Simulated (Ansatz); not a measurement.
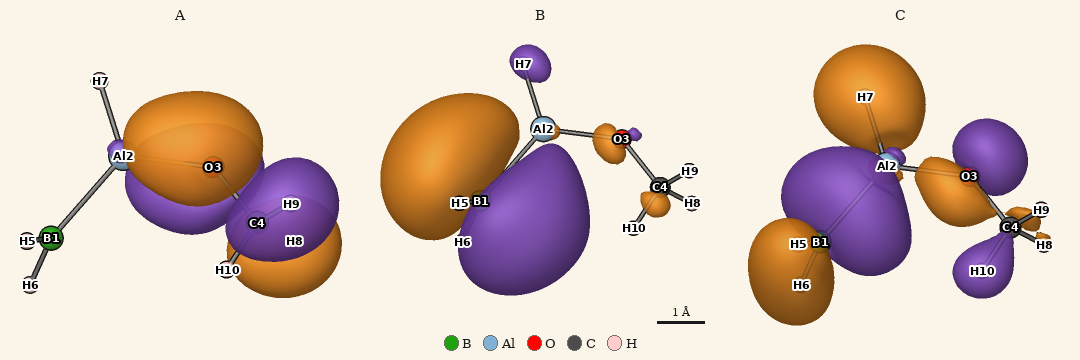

Figure 1: CH₆AlBO (SMILES [BH2][AlH][O]C). Three frontier orbitals at ±0.08 Å⁻³ᐟ² (orange and purple are the two phases), in no order.

Geometry: PBE0-D4/def2-TZVP.

Method: RKS PBE0-D4/def2-TZVPP (Ansatz).

Input file:

```
crystal:
  periodic: [false, false, false]
  atoms:
    - {symbol: B, position_ang: [-1.791788, 0.889517, -0.660644]}
    - {symbol: Al, position_ang: [0.122699, 0.209580, -1.297562]}
    - {symbol: O, position_ang: [1.204993, -0.471666, -0.187741]}
    - {symbol: C, position_ang: [1.163015, -0.732546, 1.181948]}
    - {symbol: H, position_ang: [-1.995988, 2.015089, -0.297640]}
    - {symbol: H, position_ang: [-2.765148, 0.187446, -0.656488]}
    - {symbol: H, position_ang: [0.662248, 0.282984, -2.787650]}
    - {symbol: H, position_ang: [1.302503, -1.802797, 1.368407]}
    - {symbol: H, position_ang: [1.968314, -0.196074, 1.695161]}
    - {symbol: H, position_ang: [0.212354, -0.432832, 1.645112]}
basis:
  gaussian: {orbitals: def2-TZVPP}
hamiltonian: {xc: pbe0, dispersion: d4}
output: {orbitals: {seedname: orbitals}}
```

Command:

```sh
ansatz run in.yaml --threads 2 --pin off --events-out ev --progress --plain --max-ram 4352MiB
```

### Which picture is the HOMO−1, the HOMO and the LUMO?

A is the HOMO−1 (−8.13 eV). It lies mainly on O3 (about 55 %), C4 (about 15 %), H8 (about 10 %) and H9 (about 10 %). C is the HOMO (−7.33 eV). It lies mainly on B1 (about 35 %), Al2 (about 25 %), O3 (about 15 %) and H7 (about 15 %). B is the LUMO (−2.47 eV). Its weight (Hirshfeld) is mainly on B1 (about 65 %), Al2 (about 20 %), H6 (about 5 %) and H5 (about 5 %).

### What is the HOMO–LUMO gap?

4.86 eV between the orbital energies.
